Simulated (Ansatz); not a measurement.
Consider SrTiO3 in the cubic perovskite structure (space group Pm-3m, No. 221; a = 3.936 Å).

Perturbation: a hydrostatic pressure of 10 GPa.

All numbers come from Kohn–Sham DFT with the PBE functional, run in Ansatz (a quantum-chemistry and plane-wave program) with PAW and 420 eV plane waves, no SOC.

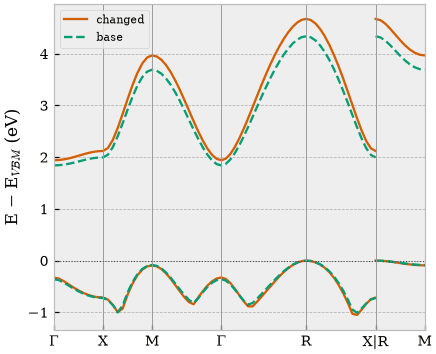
Highest valence and lowest conduction band along the path, each from its own valence-band maximum

Question: From the figure, how large is the changed gap, and is it direct?

Answer: About 1.9 eV, indirect, R → Γ.

Load acts through the strain it causes; cell and atoms are relaxed under it. Whether these cells are dynamically stable was not tested. No other phases were tried under pressure. All final runs are without spin polarisation. Many cubic perovskites are stable only at high temperature; tilts and polar distortions were not tested.
